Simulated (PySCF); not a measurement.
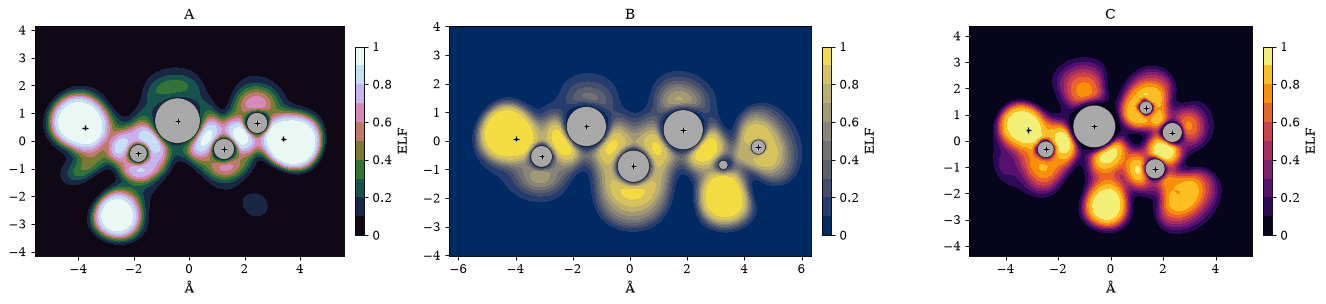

The electron localisation function of 3 systems, each on a plane through atoms (crosses mark nuclei in the plane; grey discs cover the cores).

All numbers below come from CAM-B3LYP/def2-SVPD, SCF density, gas phase in PySCF 2.14.0.

System 1: C$_{2}$H$_{11}$FSSi$_{3}$, the plane of atoms Si2, C1 and H10. Geometry: GFN2-xTB.

```tsv
atom	x (Å)	y (Å)	z (Å)
C	3.6390	0.6331	-0.5448
Si	2.0207	0.2996	0.3687
S	0.6507	-0.4578	-1.1098
Si	-1.1963	-0.6950	-0.0111
Si	-2.2777	1.3013	0.4665
C	-2.2322	-1.7467	-1.2359
F	-3.5182	-1.8826	-0.7465
H	3.4986	1.3681	-1.3327
H	4.0201	-0.2735	-1.0074
H	4.3983	1.0093	0.1341
H	2.1591	-0.7219	1.4030
H	1.4211	1.5057	0.9357
H	-0.8669	-1.5754	1.1173
H	-1.4136	2.1936	1.2491
H	-2.6573	2.0241	-0.7511
H	-3.4877	1.0579	1.2502
H	-1.8439	-2.7582	-1.3759
H	-2.3224	-1.2753	-2.2178
```

System 2: C$_{3}$H$_{9}$AlF$_{3}$N, the plane of atoms Al2, F8 and C7. Geometry: GFN2-xTB.

```xyz
17

N     2.6652   -0.2066    0.2154
Al    0.7440   -0.9118    0.2941
C    -0.1155    0.9220    0.7281
C    -1.4234    0.8763    0.0020
F    -1.2426    1.0122   -1.3454
F    -2.2824    1.9175    0.3170
C    -2.1975   -0.4178    0.2629
F    -1.2807   -1.4419    0.4035
H     2.7995    0.4227   -0.5725
H     2.9672    0.2622    1.0653
H     3.2516   -1.0227    0.0745
H     0.9699   -1.8607    1.5135
H     0.7406   -1.4113   -1.1888
H    -0.3580    1.0077    1.7966
H     0.3668    1.8680    0.4547
H    -2.7600   -0.3416    1.1959
H    -2.8516   -0.6621   -0.5773
```

System 3: C$_{5}$H$_{15}$GeN (SMILES C[CH](C)[GeH2][N](C)C), the plane of atoms C3, C2 and Ge4. Geometry: PBE0-D3(BJ)/def2-SVP.

```xyz
22

C    -1.4299    0.5169   -1.4761
C    -1.3884   -0.0080   -0.0458
C    -2.6879    0.2469    0.7108
Ge    0.1373    0.7579    0.9290
N     1.6711    0.4609   -0.0498
C     2.0268   -0.8945   -0.3770
C     2.8077    1.3240    0.1340
H    -2.2352    0.0337   -2.0555
H    -0.4778    0.3452   -2.0009
H    -1.6204    1.6030   -1.4943
H    -1.2078   -1.0980   -0.0701
H    -2.6592   -0.1574    1.7351
H    -3.5452   -0.2189    0.1957
H    -2.9036    1.3259    0.7859
H     0.0146    2.2920    1.0506
H     0.2047    0.1391    2.3555
H     1.1291   -1.5003   -0.5778
H     2.6461   -0.9232   -1.2934
H     2.6055   -1.4111    0.4202
H     3.4352    1.3358   -0.7774
H     3.4693    1.0223    0.9758
H     2.4840    2.3595    0.3205
```

Match each panel to its system.

Panel A is system 3, C$_{5}$H$_{15}$GeN: the plane holds C, Ge, N and H. C–C (1.53 Å): the ELF peaks at about 0.95 between the atoms, as expected for a shared electron pair. Panel B is system 1, C$_{2}$H$_{11}$FSSi$_{3}$: the plane holds C, Si, S, F and H. C–Si (1.89 Å): the ELF peaks at about 0.95 between the atoms (a shared electron pair). Panel C is system 2, C$_{3}$H$_{9}$AlF$_{3}$N: the plane holds N, Al, C, F and H. C–F (1.38 Å): the ELF peaks at about 0.85 between the atoms (a polar covalent bond).
